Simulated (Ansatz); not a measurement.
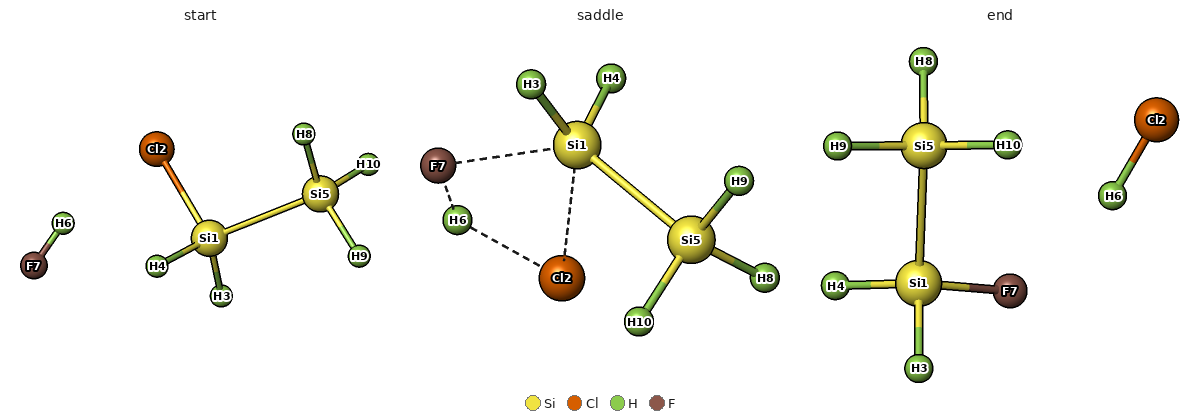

One elementary step of Si₂H₆ClF: start, first-order saddle point (changing pairs dashed) and end. Electronic energies at PBE0-D4/def2-TZVP geometries, energies in def2-TZVPP, the Ansatz code 0.2.0; cores frozen in correlated methods, no zero-point terms. Start and end are the structures at the ends of the path (complexes, where there are several molecules). The limit is the MP2 basis limit plus CCSD(T) less MP2 in triple zeta. Lines between the levels only guide the eye.

In the step Si1–F7 (3.60 → 1.99 → 1.62 Å) and Cl2–H6 (2.24 → 1.72 → 1.29 Å) form; Si1–Cl2 (2.09 → 2.43 → 4.18 Å) and H6–F7 (0.93 → 1.02 → 2.00 Å) break (lengths at start, saddle and end; changes of bond order aren't listed).

Q: Is the step uphill or downhill with CCSD(T) at the basis limit?

A: Downhill by 6.4 kcal/mol in electronic energy, over a barrier of 30.2 kcal/mol.

Q: Give the barriers and step energies (kcal/mol). Levels: CCSD(T) at the basis limit, B97M-V and r2SCAN-D4.

A:
| level | barrier | reverse barrier | step energy |
| --- | --- | --- | --- |
| CCSD(T) at the basis limit | 30.2 | 36.5 | −6.4 |
| B97M-V | 28.0 | 36.3 | −8.2 |
| r2SCAN-D4 | 25.4 | 32.0 | −6.7 |

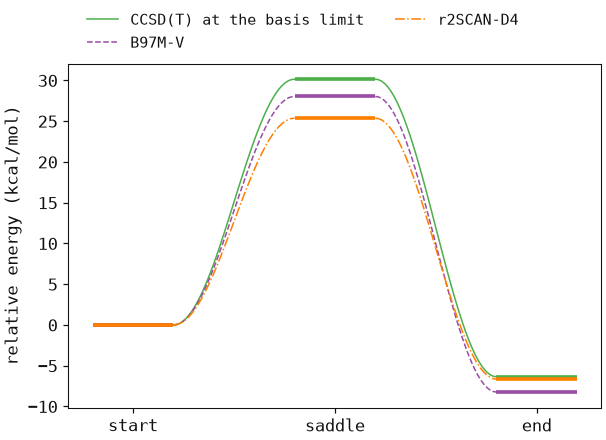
